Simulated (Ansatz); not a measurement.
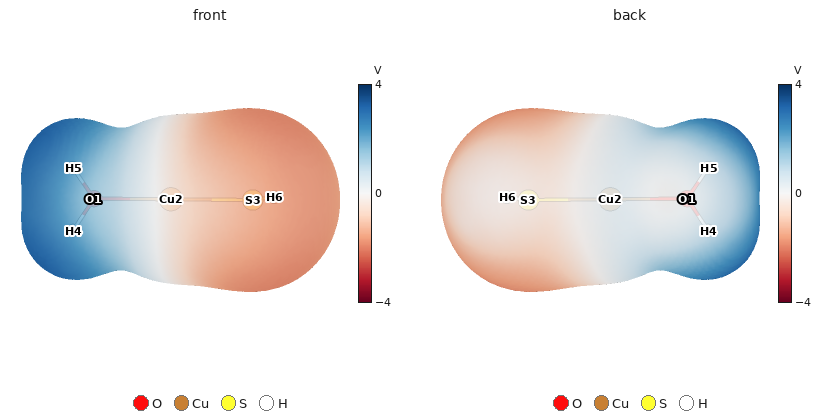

The picture shows: CuH₃OS (SMILES [OH2+][Cu-][SH]). The electrostatic potential painted on the density surface at 0.001 e/bohr³, seen from the front and from behind; red is negative and blue positive.

The calculation used RKS PBE0-D4/def2-SVP (Ansatz 0.2.0).

Input file:

```
crystal:
  periodic: [false, false, false]
  atoms:
    - { symbol: O, position_ang: [0.345, 0.5181, -1.281] }
    - { symbol: Cu, position_ang: [0.3246, -1.0645, -0.3544] }
    - { symbol: S, position_ang: [0.0755, -1.1993, 1.7098] }
    - { symbol: H, position_ang: [-0.6032, 0.4478, -1.1687] }
    - { symbol: H, position_ang: [0.5516, 1.2348, -0.6355] }
    - { symbol: H, position_ang: [0.80637, -2.39555, 1.70314] }
basis:
  gaussian: { orbitals: def2-SVP }
hamiltonian:
  xc: pbe0
  dispersion: d4
relax:
  f_tol: 0.015
  max_steps: 40
output:
  orbitals: {}
```

Launched as:

```sh
ansatz run input.yaml --threads 1 --pin off --max-ram 2048MiB --backend cpu --events-out ev --progress --plain --runs-dir out
```

The fields are those of the relaxed geometry.

Question: Which sites attract a positive test charge, and which a negative one?

Answer: A positive charge is drawn to the negative regions and a negative charge to the positive ones. The most negative region (about −1.9 V) lies over S3, the most positive (about +3.2 V) over H4 and H5.
